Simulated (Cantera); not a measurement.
A closed system holds: 1 mol AlCl3, 0.92 mol H2O, 1.3 mol N2, at 0.133 bar.

These are equilibrium values from Cantera (NASA tables, ideal gas, pure condensed phases), not measurements of a reactor. Candidate condensed phases: Al, AlCl3, AlN, Al2O3, H2O, NH4Cl; 45 gas species. The tables' values for AlCl2 are old estimates; treat these amounts as uncertain. Equilibrium is a limit: real reactors are often held back by kinetics, nucleation or transport.

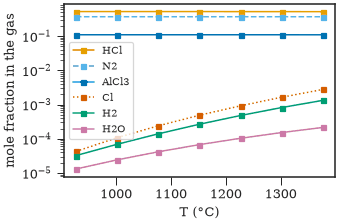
Equilibrium gas composition (values under 1e-9 drawn at 1e-9)

From 927 °C to 1377 °C the condensed part is Al2O3(s). The main Al-bearing gas is AlCl3 throughout.
